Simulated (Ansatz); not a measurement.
Geometry relaxation, with input and output: CH$_{8}$BClSi$_{2}$ (part 2 of 2)

The same run, continued: CH$_{8}$BClSi$_{2}$, SMILES B[SiH2][SiH](C)Cl; RKS BHLYP-D4/def2-SVP (Ansatz 0.2.0). It belongs to a series of runs on one base structure; here: end point A relaxed.

Geometry of the input (Å):
```
B  -0.4714  1.5787  1.4781
Si -1.1631  0.9097  -0.2216
Si 0.3936  -0.3696  -1.1405
C  0.9028  -1.7594  0.0377
Cl 2.1468  0.7704  -1.4749
H  -1.2133  2.3472  2.1075
H  0.5895  1.3504  1.8539
H  -2.3276  0.1231  0.0064
H  -1.4693  2.0381  -1.0918
H  -0.0524  -0.9178  -2.3798
H  1.6040  -2.4115  -0.3868
H  -0.0649  -2.3656  0.2394
H  1.1459  -1.3285  0.9870
```

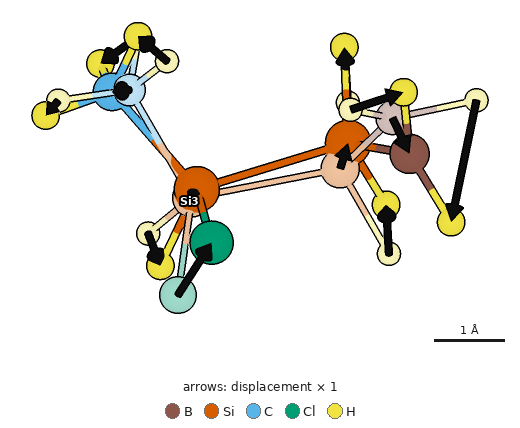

**Figure 1.** Start (faint) and end (solid) with the displacements as black arrows, at true length (ball-and-stick view, seen at a tilt). The two geometries are laid on each other by the best rigid fit. After 37 geometry steps the energy has fallen by 13.8 kcal/mol. Largest force component: 3.9 eV/Å at the start, 0.014 eV/Å at the end. The line search rejected the trial steps at points 4, 11, 19, 31, 34 (counted from 0) and went back. The atom that moves furthest after the best rigid fit is H6 (1.85 Å). Largest moves by element: H 1.85 Å, Cl 1.05 Å, B 0.58 Å, C 0.42 Å, Si 0.39 Å. Among the contacts that change: Si2–Si3 2.215 → 2.353 Å, C4–H12 1.160 → 1.095 Å, Si2–H8 1.424 → 1.487 Å, B1–Si2 1.953 → 2.010 Å. Among the angles that change: H11–C4–H13 117.3° → 108.4°, B1–Si2–Si3 108.1° → 100.0°, Si2–Si3–Cl5 109.7° → 103.5°. (Atoms are counted from 1 in the order of the input.)

```
1280 factors; integrals over basis functions are off by at most 8.1e-4 eV
mean field -30110.90754930 eV, -1106.5554425304 hartree, gradient 1.7e-5 eV, S^2 0.000000; 1 other end points of the search recorded, 0 dependent functions left out
the calculation of the forces begins
reference -30110.90775667 eV, -1106.5554501512 hartree; 32, 32 occupied and 90, 90 virtual orbitals, 1280 factors
Total energy: -30111.37162032 eV, -1106.5724968260 hartree
Atom 0 at    -0.404542     2.079746     1.245070 Å, force     0.003210     0.000031     0.000144 eV/Å
Atom 1 at    -1.360267     0.775188     0.051057 Å, force    -0.006609    -0.001385     0.002129 eV/Å
Atom 2 at     0.484514    -0.319219    -0.917138 Å, force     0.007536    -0.008852    -0.007111 eV/Å
Atom 3 at     0.778404    -2.039574    -0.254147 Å, force    -0.013117     0.008094     0.008858 eV/Å
Atom 4 at     2.120640     0.876460    -0.342707 Å, force     0.001268    -0.000486    -0.000086 eV/Å
Atom 5 at    -0.183130     3.201015     0.890188 Å, force    -0.003187    -0.011895     0.003887 eV/Å
Atom 6 at    -0.015548     1.736390     2.324538 Å, force    -0.003958     0.004262    -0.010446 eV/Å
Atom 7 at    -2.178900    -0.231477     0.776549 Å, force     0.001567     0.009487    -0.002674 eV/Å
Atom 8 at    -2.199633     1.392170    -1.006779 Å, force     0.006241    -0.005471     0.008732 eV/Å
Atom 9 at     0.474312    -0.324973    -2.397164 Å, force     0.000157    -0.000947     0.009631 eV/Å
Atom 10 at     1.720744    -2.445899    -0.631459 Å, force     0.001444     0.002398    -0.001534 eV/Å
Atom 11 at    -0.034821    -2.704726    -0.561848 Å, force     0.006297     0.005308     0.002189 eV/Å
Atom 12 at     0.818826    -2.029899     0.838440 Å, force    -0.000850    -0.000544    -0.013718 eV/Å
Dipole moment:    -0.221489    -0.300631    -0.018773 e Å
```

### Trajectory as extended XYZ (Å, eV, eV/Å), 8 of the 38 frames kept, from step=1 to step=38
```
13
Properties=species:S:1:pos:R:3:forces:R:3 step=1 energy=-30110.77451
B    -0.4714    1.5787    1.4781   -1.5899   1.4868   0.6757
Si   -1.1631    0.9097   -0.2216    0.0969   0.8400   0.0030
Si    0.3936   -0.3696   -1.1405    1.8819  -0.8498   0.3084
C     0.9028   -1.7594    0.0377   -3.8744   0.2798  -0.0050
Cl    2.1468    0.7704   -1.4749   -0.4665  -0.1119   0.0075
H    -1.2133    2.3472    2.1075    0.6930  -0.5944  -0.2184
H     0.5895    1.3504    1.8539    1.1715  -0.2584   0.6312
H    -2.3276    0.1231    0.0064   -1.1925  -0.7102   0.1650
H    -1.4693    2.0381   -1.0918   -0.2315   0.4432  -0.3281
H    -0.0524   -0.9178   -2.3798   -0.1360  -0.4528  -1.1183
H     1.6040   -2.4115   -0.3868    1.4248  -0.9457  -0.3757
H    -0.0649   -2.3656    0.2394    1.4716   0.7758  -0.3915
H     1.1459   -1.3285    0.9870    0.7512   0.0978   0.6463
13
Properties=species:S:1:pos:R:3:forces:R:3 step=6 energy=-30111.28350
B    -0.5070    1.7428    1.5311    0.0488  -0.0199   0.0387
Si   -1.1965    0.9665   -0.2031    0.0289  -0.0081  -0.0040
Si    0.4128   -0.4401   -1.1499   -0.0001  -0.0121  -0.0190
C     0.8808   -1.8431   -0.0068    0.0086   0.0410  -0.0440
Cl    2.0944    0.7694   -1.4461   -0.0148   0.0024   0.0273
H    -1.1119    2.6131    2.0874   -0.0092   0.0498  -0.0031
H     0.4895    1.3398    2.0650   -0.0526  -0.0084  -0.0324
H    -2.4240    0.1788    0.1067   -0.0004  -0.0027   0.0112
H    -1.5788    2.0414   -1.1558    0.0015  -0.0204   0.0043
H     0.0421   -0.9900   -2.4736   -0.0049   0.0257  -0.0073
H     1.7215   -2.4021   -0.4245    0.0263  -0.0294   0.0097
H     0.0335   -2.5259    0.0982   -0.0320  -0.0463   0.0254
H     1.1642   -1.4854    0.9860   -0.0001   0.0285  -0.0069
13
Properties=species:S:1:pos:R:3:forces:R:3 step=12 energy=-30111.26310 accepted=F
B    -0.4046    1.7519    1.4355   -0.6911   0.1028   1.0503
Si   -1.2959    0.9104   -0.1669    0.2459   0.0320  -0.0056
Si    0.4148   -0.3797   -1.1166   -0.0817  -0.0339  -0.1142
C     0.8935   -1.8285   -0.0404   -0.0041  -0.0057  -0.0170
Cl    2.0677    0.9012   -1.2501   -0.0348   0.0036   0.0307
H    -0.3707    2.9645    1.6303    0.3125  -0.7372  -0.2147
H    -0.1141    0.9966    2.3781    0.0967   0.6140  -0.7870
H    -2.3939   -0.0046    0.2616    0.0758   0.0552   0.0311
H    -1.8388    1.8654   -1.1645    0.0130  -0.0163   0.0087
H     0.0963   -0.8288   -2.4914    0.0685  -0.0148   0.0006
H     1.7561   -2.3540   -0.4596   -0.0038   0.0073   0.0041
H     0.0600   -2.5344    0.0304    0.0043  -0.0007   0.0076
H     1.1502   -1.4949    0.9682   -0.0012  -0.0063   0.0053
13
Properties=species:S:1:pos:R:3:forces:R:3 step=17 energy=-30111.36008
B    -0.4307    1.7664    1.4191   -0.0223  -0.0060  -0.0179
Si   -1.3570    0.8759   -0.1264    0.0109   0.0026   0.0233
Si    0.4026   -0.3537   -1.0786    0.0290   0.0118  -0.0265
C     0.8722   -1.8467   -0.0590   -0.0129  -0.0062   0.0084
Cl    2.0305    0.9704   -1.0477   -0.0193  -0.0181   0.0044
H    -0.1289    2.9245    1.4143   -0.0061  -0.0186  -0.0042
H    -0.1118    1.1026    2.3658    0.0095   0.0177  -0.0092
H    -2.4135   -0.0780    0.3055    0.0042   0.0066   0.0060
H    -1.9308    1.7978   -1.1376    0.0051  -0.0088   0.0092
H     0.1822   -0.7328   -2.4935    0.0063   0.0075   0.0251
H     1.7598   -2.3318   -0.4754   -0.0114   0.0078   0.0112
H     0.0546   -2.5749   -0.0440    0.0124   0.0171  -0.0068
H     1.0915   -1.5545    0.9720   -0.0053  -0.0134  -0.0230
13
Properties=species:S:1:pos:R:3:forces:R:3 step=22 energy=-30111.36626
B    -0.3959    1.8672    1.3496    0.0356   0.0520   0.0431
Si   -1.3708    0.8337   -0.0728   -0.0342  -0.0033  -0.0122
Si    0.4293   -0.3314   -1.0339    0.0443  -0.0351  -0.0081
C     0.8239   -1.9120   -0.1151   -0.0684  -0.0215   0.0718
Cl    2.0627    0.9718   -0.7813   -0.0488  -0.0327  -0.0071
H    -0.1595    3.0383    1.2393   -0.0192  -0.0917   0.0073
H     0.0156    1.2966    2.3243   -0.0381   0.0375  -0.0766
H    -2.3379   -0.1623    0.4672    0.0352   0.0428  -0.0117
H    -2.0604    1.6617   -1.0972    0.0290  -0.0352   0.0484
H     0.3068   -0.5870   -2.4893    0.0093   0.0169   0.0601
H     1.7532   -2.3538   -0.4877   -0.0303   0.0061   0.0108
H     0.0128   -2.6408   -0.2466    0.1026   0.0886   0.0131
H     0.9409   -1.7168    0.9581   -0.0171  -0.0242  -0.1388
13
Properties=species:S:1:pos:R:3:forces:R:3 step=27 energy=-30111.36980
B    -0.3966    1.9726    1.3034    0.0321  -0.0568  -0.0671
Si   -1.3683    0.8100   -0.0221   -0.0201   0.0207   0.0370
Si    0.4498   -0.3285   -0.9817    0.0428   0.0037  -0.0013
C     0.8023   -1.9757   -0.1751   -0.0223   0.0169  -0.0071
Cl    2.0807    0.9412   -0.5773   -0.0113  -0.0148  -0.0079
H    -0.1793    3.1308    1.1000   -0.0193   0.0073   0.0026
H     0.0312    1.4820    2.3087   -0.0192   0.0108   0.0213
H    -2.2693   -0.1887    0.6128    0.0023   0.0125  -0.0092
H    -2.1291    1.5378   -1.0688    0.0063  -0.0063   0.0159
H     0.3844   -0.4716   -2.4538   -0.0018   0.0029   0.0194
H     1.7434   -2.3929   -0.5428    0.0105   0.0012   0.0002
H    -0.0013   -2.6842   -0.3992   -0.0022   0.0034   0.0040
H     0.8725   -1.8676    0.9105    0.0021  -0.0015  -0.0076
13
Properties=species:S:1:pos:R:3:forces:R:3 step=33 energy=-30111.37114
B    -0.3960    2.0167    1.2752   -0.0027  -0.0004  -0.0012
Si   -1.3666    0.7914    0.0125    0.0006   0.0000   0.0011
Si    0.4665   -0.3224   -0.9536   -0.0001   0.0023   0.0012
C     0.7908   -2.0034   -0.2106    0.0004  -0.0020  -0.0008
Cl    2.1001    0.9150   -0.4705   -0.0004  -0.0012   0.0002
H    -0.1729    3.1578    0.9947    0.0002   0.0007  -0.0003
H     0.0046    1.6000    2.3240    0.0009   0.0006   0.0004
H    -2.2315   -0.2125    0.6857    0.0008  -0.0001   0.0002
H    -2.1637    1.4735   -1.0369    0.0003  -0.0003  -0.0002
H     0.4263   -0.4027   -2.4303    0.0001   0.0002   0.0001
H     1.7333   -2.4155   -0.5814   -0.0007  -0.0008   0.0000
H    -0.0173   -2.6932   -0.4732    0.0006   0.0008  -0.0001
H     0.8470   -1.9395    0.8791   -0.0001   0.0001  -0.0006
13
Properties=species:S:1:pos:R:3:forces:R:3 step=38 energy=-30111.37141
B    -0.4045    2.0797    1.2451    0.0032   0.0000   0.0001
Si   -1.3603    0.7752    0.0511   -0.0066  -0.0014   0.0021
Si    0.4845   -0.3192   -0.9171    0.0075  -0.0089  -0.0071
C     0.7784   -2.0396   -0.2541   -0.0131   0.0081   0.0089
Cl    2.1206    0.8765   -0.3427    0.0013  -0.0005  -0.0001
H    -0.1831    3.2010    0.8902   -0.0032  -0.0119   0.0039
H    -0.0155    1.7364    2.3245   -0.0040   0.0043  -0.0104
H    -2.1789   -0.2315    0.7765    0.0016   0.0095  -0.0027
H    -2.1996    1.3922   -1.0068    0.0062  -0.0055   0.0087
H     0.4743   -0.3250   -2.3972    0.0002  -0.0009   0.0096
H     1.7207   -2.4459   -0.6315    0.0014   0.0024  -0.0015
H    -0.0348   -2.7047   -0.5618    0.0063   0.0053   0.0022
H     0.8188   -2.0299    0.8384   -0.0008  -0.0005  -0.0137
```
